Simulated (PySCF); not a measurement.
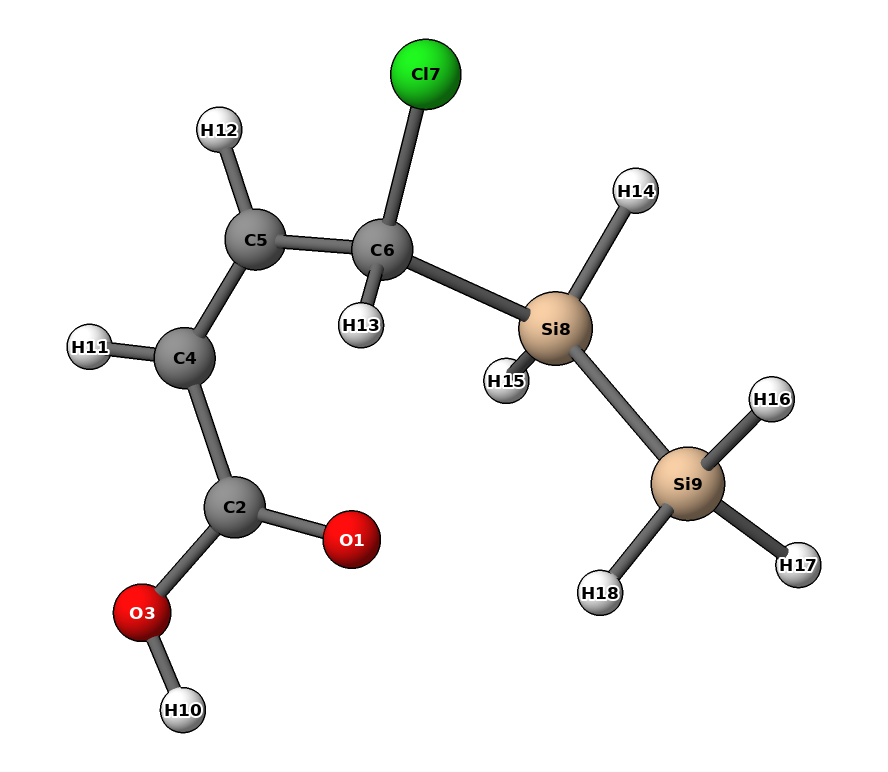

The questions are on isotropic NMR shieldings of the C atoms. The computed structure is the end point of a GFN2-xTB optimisation. No frequency run is at hand to confirm it as a minimum. Properties computed with GIAO PBE0/pcSseg-1 NMR shielding, non-relativistic, gas phase (PySCF 2.14.0).

List the isotropic NMR shieldings of the C atoms.

```
atom  σ (ppm)
  C2     11.1
  C4     72.6
  C5      7.8
  C6    133.8
```

The geometry is semi-empirical. Around Si such bond lengths and angles can be off by a tenth of an ångström or more and by several degrees, and values that hang on the shape move with them.
